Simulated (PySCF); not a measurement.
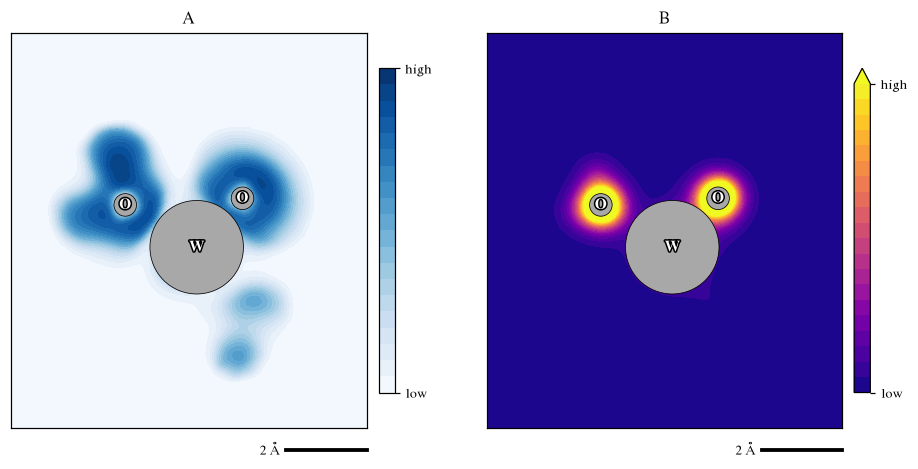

H4O4W (charge +2): 2 fields on the plane of atoms O3, W1 and O4, with unlabelled colour scales. Grey discs cover the atomic cores.

Core potentials replace the inner electrons of W.

Level of theory: RKS r2SCAN, W def2-SVP with ECP60, O def2-SVP, H def2-SVP; non-relativistic Hamiltonian with scalar-relativistic core potentials where named; density fitting in PySCF.

```json
{"atom": "W", "x (Å)": "0.0000", "y (Å)": "0.0000", "z (Å)": "-0.3829"}
{"atom": "O", "x (Å)": "0.9143", "y (Å)": "0.9514", "z (Å)": "0.6455"}
{"atom": "O", "x (Å)": "-0.9143", "y (Å)": "-0.9514", "z (Å)": "0.6455"}
{"atom": "O", "x (Å)": "1.4004", "y (Å)": "-1.3431", "z (Å)": "-1.1078"}
{"atom": "H", "x (Å)": "1.2663", "y (Å)": "-2.3165", "z (Å)": "-1.2121"}
{"atom": "H", "x (Å)": "2.3705", "y (Å)": "-1.1726", "z (Å)": "-1.1930"}
{"atom": "O", "x (Å)": "-1.4004", "y (Å)": "1.3431", "z (Å)": "-1.1078"}
{"atom": "H", "x (Å)": "-1.2663", "y (Å)": "2.3165", "z (Å)": "-1.2121"}
{"atom": "H", "x (Å)": "-2.3705", "y (Å)": "1.1726", "z (Å)": "-1.1930"}
```

**Match the panels to the quantities (electron density and electron localisation function).**

Panel A: electron localisation function. Panel B: electron density. From the grid: W–O (1.67 Å): ρ at the midpoint is about 2 e/Å³; the ELF peaks at about 0.75 in the valence shell of O, 0.5 Å from its nucleus, and drops to about 0.40 between the two atoms.
